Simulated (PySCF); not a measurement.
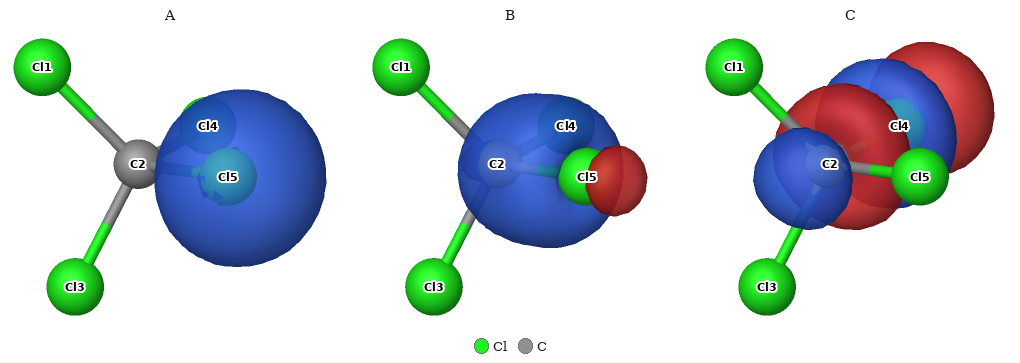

Figure 1: CCl₄, SMILES `ClC(Cl)(Cl)Cl`. Intrinsic bond orbitals (IBO), occupied and valence-virtual; each surface holds about 80 % of the orbital's density. Energies are diagonal elements of the Fock matrix.

Computed with PySCF, PBE0/6-31G*, geometry: GFN2-xTB. No frequency check shows the geometry to be a minimum. GFN2-xTB bond lengths at metals and heavier atoms can be off by up to 0.1 Å and shapes distorted, which carries into these values.

Input script:

```python
import numpy as np
from pyscf import gto, scf, dft, lo
from pyscf.data.elements import chemcore

def solve(mol, dm0=None, hcore=None):
    mf = (dft.UKS if mol.spin else dft.RKS)(mol, xc='pbe0')
    mf.grids.level = 3
    mf = mf.density_fit(auxbasis='def2-universal-jkfit')
    mf.conv_tol, mf.max_cycle = 1e-8, 80
    if hcore is not None:
        mf.get_hcore = lambda *args: hcore
    mf.kernel(dm0)
    if not mf.converged:
        mf = mf.newton().run(mf.mo_coeff, mf.mo_occ, max_cycle=30)
    assert mf.converged, 'SCF not converged'
    return mf

mol = gto.M(atom='''
Cl     1.02148    -1.42151     0.25565
C      0.00021    -0.00004     0.00011
Cl     1.02121     1.42171    -0.25568
Cl    -1.02137    -0.25580    -1.42136
Cl    -1.02140     0.25562     1.42136
''', basis='6-31g*', charge=0, spin=0, verbose=4)
mf = solve(mol)
occ_all = mf.mo_coeff[:, mf.mo_occ > 0]
occ = occ_all[:, chemcore(mol):]
loc = lo.ibo.ibo(mol, occ, iaos=lo.iao.iao(mol, occ_all))
fock, s = mf.get_fock(), mf.get_ovlp()
ortho = lo.orth_ao(mol, 'meta_lowdin')
ortho = lo.vec_lowdin(lo.iao.iao(mol, occ_all), s)
labels = lo.iao.reference_mol(mol).ao_labels(fmt=None)
vir = lo.vvo.livvo(mol, occ_all, mf.mo_coeff[:, mf.mo_occ == 0])
both = np.hstack([loc, vir])
p = (ortho.T @ s @ both) ** 2
pop = np.array([p[[l[0] == a for l in labels]].sum(0) for a in range(mol.natm)])
spd = np.array([[p[[l[0] == a and l[2][-1] == k for l in labels]].sum(0) for k in 'spd'] for a in range(mol.natm)])
eps = np.einsum('pi,pq,qi->i', both, fock, both)
for i in np.argsort(eps):
    top = np.argsort(-pop[:, i])[:3]
    print('%3d %s %9.4f Eh ' % (i + 1, 'occ' if i < loc.shape[1] else 'vir', eps[i]), '  '.join('%s%d %.3f' % (mol.atom_symbol(a), a + 1, pop[a, i]) for a in top))
np.savez('result.npz', c=both, nocc=loc.shape[1], pop=pop, spd=spd, eps=eps, e=mf.e_tot)
```

Command:

```sh
OMP_NUM_THREADS=1 python input.py
```

The run took 5.5 s on 1 thread of Intel(R) Xeon(R) Platinum 8488C (Sapphire Rapids) (shared host), peak memory 0.39 GiB.

> Name the orbitals, with their atomic make-up and energies.

By panel:
- A: lone pair on Cl5 (s-type) (Cl5 100 %; −20.8 eV)
- B: σ bond Cl5–C2 (Cl5 52 %, C2 48 %; −18.9 eV)
- C: σ* orbital C2–Cl4 (C2 50 %, Cl4 46 %; 1.1 eV)

> Which has the smallest and which the largest spatial spread?

Smallest: A (0.87 Å); largest: C (1.31 Å).

> How do all the valence pairs divide up?

16 pairs: 12 lone pairs and 4 σ bonds.
